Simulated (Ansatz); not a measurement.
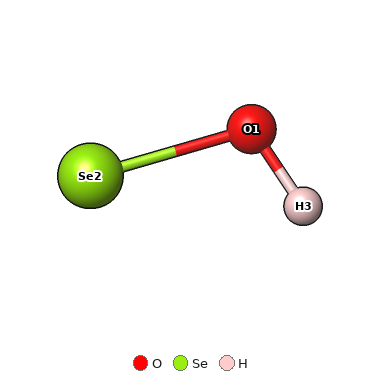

The system is HOSe, SMILES O[Se], spin multiplicity 2; the picture shows the reference structure. Coordinates scanned: (1) angle Se2–O1–H3 (carried through 180); (2) change of the bonds O1–Se2, O1–H3, all alike. Nothing is relaxed (all other coordinates rigid). The grid has 15 × 15 points; 120 points were computed and 105 follow by symmetry. Points are written as (first, second). Energies: kJ/mol, counted from the relaxed molecule at the same level. All numbers below come from UKS SPW92 (LDA)/def2-TZVP (Ansatz 0.2.0).

Its coordinates:

```xyz
3

O    -0.2428   -0.5017   -0.1841
Se    1.1107    0.3019    0.6411
H    -0.8679    0.1998   -0.4570
```

Range: angle Se2–O1–H3 (carried through 180) from 89 to 271°; change of the bonds O1–Se2, O1–H3, all alike from −0.152 to 0.234 Å.

> What landscape does the calculation give?

The lowest grid point is at (102°, 0.014 Å), 1.7 kJ/mol from the relaxed molecule at the same level; the map holds 2 wells of about this depth. It is the only kind of minimum in the scanned range. The highest grid point, (180°, 0.234 Å), lies 276 kJ/mol above the lowest. On the interpolated surface the easiest way out of the lowest well to a well of about the same depth near (258°, 0.014 Å) passes a barrier of about 112 kJ/mol.

```
second ↓, first →   89  102  115  128  141  154  167  180  193  206  219  232  245  258  271
            0.234  123  120  129  152  185  224  261  278  261  224  185  152  129  120  123
            0.207  102   98  107  129  162  201  237  253  237  201  162  129  107   98  102
            0.179   82   77   86  108  140  179  213  228  213  179  140  108   86   77   82
            0.152   65   58   66   88  120  158  191  204  191  158  120   88   66   58   65
            0.124   49   41   48   69  101  138  169  182  169  138  101   69   48   41   49
            0.096   36   26   32   53   84  120  150  162  150  120   84   53   32   26   36
            0.069   26   14   20   39   70  104  133  145  133  104   70   39   20   14   26
            0.041   19    6   10   29   58   92  119  130  119   92   58   29   10    6   19
            0.014   17    2    4   22   51   83  109  120  109   83   51   22    4    2   17
           −0.014   20    2    4   20   48   79  104  113  104   79   48   20    4    2   20
           −0.041   29    9    8   24   50   80  104  113  104   80   50   24    8    9   29
           −0.069   46   22   20   34   59   88  110  119  110   88   59   34   20   22   46
           −0.096   70   44   39   52   76  103  125  133  125  103   76   52   39   44   70
           −0.124  105   75   69   80  103  128  149  156  149  128  103   80   69   75  105
           −0.152  152  119  111  120  141  165  184  192  184  165  141  120  111  119  152
```

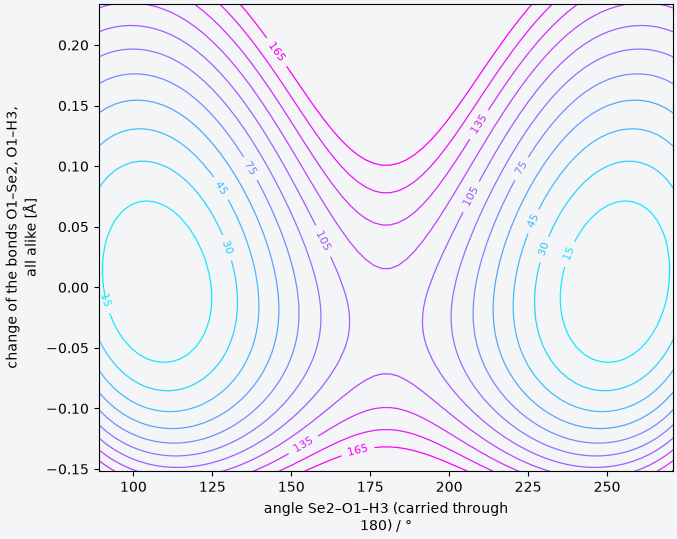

The picture shows contour lines labelled in kJ/mol (none above 165). Between grid points the surface is interpolated.

Each point was launched as `ansatz run input.yaml --threads 1 --pin off --max-ram 2560MiB --backend cpu --events-out ev --progress --plain --runs-dir out`. The whole map (120 points run) took 6.2 min on 1 thread of Arm Neoverse V2 (shared host).
